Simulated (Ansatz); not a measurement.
# Rh wire along [100], 21 atoms a period: bands along the axis, part 2 of 2

Wanted: the relaxed geometry and the bands of the Rh wire along [100], 21 atoms a period.

Ansatz 0.2.0; DFT PBE, plane waves, PAW; relaxation of a wire's period; PAW set soft_1 (the session's first sound run).

So far: The structure; The relaxed wire.

## 2. The relaxed wire (continued)

Relaxation path:

```
step  energy less that of the first step (eV)  largest force component (eV/Å)  pressure (GPa)  volume (Å³)
   1                                   0.0000                          1.1016           -4.72       800.82
   2                                  -0.6849                          1.0208            4.41       768.27
   3                                  -1.2532                          0.1837           -0.67       779.93
   4                                  -1.2828                          0.0512           -0.09       776.30
   5                                  -1.2846                          0.0134           -0.04       776.05
   6                                  -1.2851                          0.0071            0.00       775.14
  7*                                  -1.2779                          0.0077            0.01       775.14
```

Relaxation steps marked * repeat the geometry before them on a plane-wave basis chosen anew for their cell, so energy and pressure can jump there.

Forces are held to the 16 operations that the run works with; a distortion that breaks them can't arise in this run.

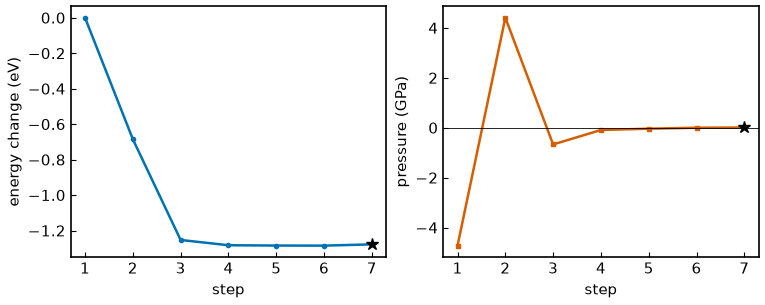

Energy and pressure along the relaxation. Stars mark steps on a basis chosen anew.

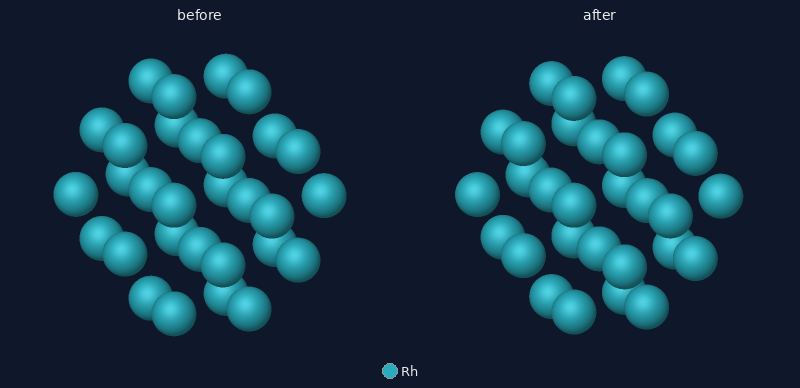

Before and after, at one scale.

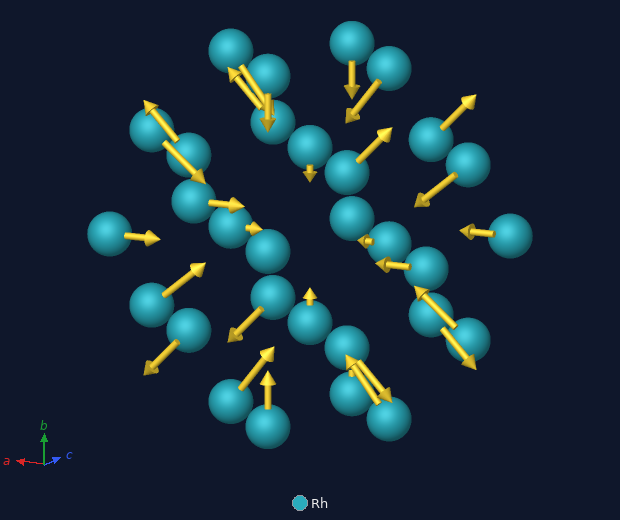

Displacements in the relaxation, exaggerated, measured against the changing cell; the longest in the cell stands for 0.10 Å. Some periodic images of atoms are drawn too.

```csv
cell as run,before,after,change
c (Å),3.830,3.707,-3.2 %
```

The atoms that moved most (Å, along periodic axes as changes of fractional coordinates times the final cell, across vacuum about the mean position):

```
atom      dx      dy     dz  length
Rh21  -0.075  -0.060  0.000   0.096
Rh19  -0.060  -0.075  0.000   0.096
Rh14   0.060  -0.075  0.000   0.096
Rh20  -0.075   0.060  0.000   0.096
Rh17  -0.060   0.075  0.000   0.096
Rh11   0.075  -0.060  0.000   0.096
Rh10   0.075   0.060  0.000   0.096
Rh12   0.060   0.075  0.000   0.096
```

Numbers from this step:

- energy at zero smearing: -134442.6112 eV
- cell length along the wire: 3.707 Å

The cell's length comes to 3.707 Å with spin left out.

## 3. The wire at its relaxed period

This step: DFT PBE, plane waves, PAW; bands of a perfect wire; PAW set soft_1 (Ansatz 0.2.0).

At the relaxed period the bands are computed along the axis; those that cross an energy going forward count the channels that a perfect wire would open there.

Input file input.yaml:

```yaml
crystal:
  lattice:
    - [14.46, 0.0, 0.0]
    - [0.0, 14.46, 0.0]
    - [0.0, 0.0, 3.7071854721]
  atoms:
    - { symbol: Rh, position: [0.239481087, 0.5, 0.0] }
    - { symbol: Rh, position: [0.363341776, 0.363341776, 0.0] }
    - { symbol: Rh, position: [0.363341776, 0.636658224, 0.0] }
    - { symbol: Rh, position: [0.5, 0.239481087, 0.0] }
    - { symbol: Rh, position: [0.5, 0.5, 0.0] }
    - { symbol: Rh, position: [0.5, 0.760518913, 0.0] }
    - { symbol: Rh, position: [0.636658224, 0.363341776, 0.0] }
    - { symbol: Rh, position: [0.636658224, 0.636658224, 0.0] }
    - { symbol: Rh, position: [0.760518913, 0.5, 0.0] }
    - { symbol: Rh, position: [0.240296085, 0.371733855, 0.5] }
    - { symbol: Rh, position: [0.240296085, 0.628266145, 0.5] }
    - { symbol: Rh, position: [0.371733855, 0.240296085, 0.5] }
    - { symbol: Rh, position: [0.369542272, 0.5, 0.5] }
    - { symbol: Rh, position: [0.371733855, 0.759703915, 0.5] }
    - { symbol: Rh, position: [0.5, 0.369542272, 0.5] }
    - { symbol: Rh, position: [0.5, 0.630457728, 0.5] }
    - { symbol: Rh, position: [0.628266145, 0.240296085, 0.5] }
    - { symbol: Rh, position: [0.630457728, 0.5, 0.5] }
    - { symbol: Rh, position: [0.628266145, 0.759703915, 0.5] }
    - { symbol: Rh, position: [0.759703915, 0.371733855, 0.5] }
    - { symbol: Rh, position: [0.759703915, 0.628266145, 0.5] }
kpoints:
  mp_grid: { grid: [1, 1, 22] }
  band_path: { path: ["Γ", Z], npoints: 90 }
scf:
  occupations: { method: fermi_dirac, width: 0.05 }
hamiltonian:
  xc: pbe
  pseudopotentials: { kind: paw, azcp: { folder: soft_1 } }
output:
  dos: { e_range: [-5, 4] }
  write_potential: true
  write_density: true
  volumetric_format: npy
```

Started as:

```
$ ansatz run input.yaml --threads 4 --pin off --max-ram 16384MiB --backend cpu --events-out ev --progress --plain --runs-dir out
```

Numbers of over 12 decimals in the logs are rounded to 6 here.

What it wrote:

```text
[...]
Crystal: 21 atoms, lattice volume = 775.141 Å³
Basis set: ecut = 420 eV, 15177 PW (Γ)
Bands: 215, of which v1, the nominal top of the filled ones, is band 179 counted from 1 (178 counted from 0)
Symmetry: 16 space group operations
[...]
k-points: 12 of 22
[...]
SCF iter   1: F=—  HF=-134452.317649 eV  |F-HF|=—  |Δ(HF+E_count)|=         —  Δρ=5.61e-2  dr2=4.36e1  ethr=3.10e-3  ⟨swp⟩=7.2  Hψ=9892  notcnv=0  defer=81
[...]
SCF iter  11: F=-134442.756080 eV  HF=-134442.756080 eV  |F-HF|=4.60e-8  |Δ(HF+E_count)|=   2.72e-8  Δρ=2.62e-6  dr2=8.32e-8  ethr=2.80e-11  ⟨swp⟩=11.9  Hψ=8213  notcnv=0
SCF 1 converged in 11 iterations: F = -134442.756080 eV  dr2 = 8.32e-8
[...]
NSCF: frozen V_eff on 91 k-points
WARN: The output density's exchange-correlation potential varies sharply where the density is thin. Do not read a vacuum level from v_tot or v_xc, or from such a field of the output density. On a cell that repeats whose density bears no net charge and no dipole along the vacuum's axis use v_es (v_loc + v_h of the components); under efield.dipole_correction with no amplitude use v_es + v_field, which holds any externa [...]
SCF converged after 11 iterations
Free energy (F): -134442.756080 eV
[...]
Internal energy: -134442.466995 eV  (E = F + TS)
E sigma→0 (E₀):  -134442.611537 eV
Entropy (-TS):   -0.289085 eV (-13.766 meV/atom)
Fermi energy:    5.470017 eV
[...]
--- Band table (eV; the first three rows and the last of 12) ---
  k-point 0: bands = [... 175 lower, 5.4285, 5.5198, 5.5198, 5.5334, 5.5348, 5.6142, 5.7192, 5.7412, ... 32 higher]
  k-point 1: bands = [... 175 lower, 5.4233, 5.4565, 5.5160, 5.5467, 5.5467, 5.6004, 5.6884, 5.7165, ... 32 higher]
  k-point 2: bands = [... 175 lower, 5.4585, 5.4585, 5.4870, 5.5976, 5.5976, 5.6424, 5.6576, 5.6580, ... 32 higher]
  k-point 11: bands = [... 175 lower, 5.2454, 5.2611, 5.2611, 5.3261, 5.3261, 5.3301, 5.6509, 5.7218, ... 32 higher]
```

The job ended after 11 min (4 threads of AMD EPYC 7571, shared host; peak memory 7.7 GiB).

In the SCF lines HF is the Harris–Foulkes energy and dr2 the Hartree energy of the density residual, in eV; the loop may stop once dr2 is under the threshold and the program's other checks hold. Hψ counts applications of the Hamiltonian.

This step gave:

```yaml
energy_at_zero_smearing: -134442.6115 eV
band_gap: 0 eV
```

Electronic bands along the path, in eV, zero at the Fermi level; # counts the bands kept:

```csv
point,#53,#54,#55,#56,#57,#58,#59,#60
Γ,-0.04,0.05,0.05,0.06,0.06,0.14,0.25,0.27
Z,-0.22,-0.21,-0.21,-0.14,-0.14,-0.14,0.18,0.25
```

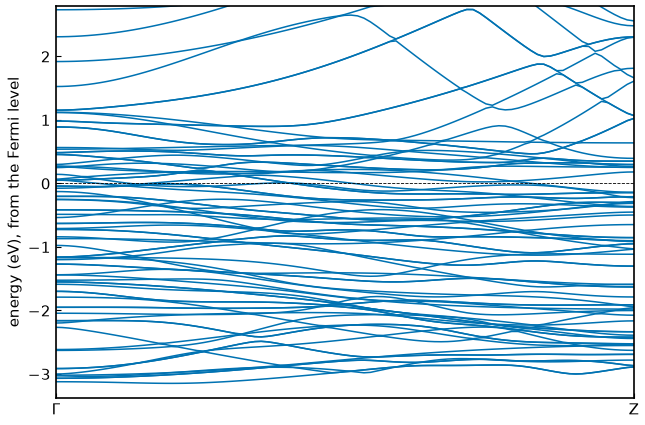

Electronic bands along the path.

Between Γ and Z the bands cross the Fermi level 9 times, so a perfect wire would conduct at least 9 G₀, with spin left out.

## 4. Outcome

```yaml
cell_length_pbe: 3.707 Å
ballistic_conductance_by_band_crossings_a_lower_bound_pbe: 9 G₀
```

Under PBE the cell's length is 3.71 Å, and the bands cross the Fermi level 9 times between Γ and Z, which gives a perfect wire at least 9 G₀ (opposite crossings within one step of the path cancel in such a count). No spin was allowed, though thin wires with open d shells can turn magnetic.

[Logs are printed without paths, hosts, clocks, repeated set-up lines and the standing remarks that a program may print on its own settings, such as how far it seeks lower states.]

[Hosts, paths, dates, database ids (printed as entryN), source tags and the programs' standing remarks are cut or masked in the printed files.]
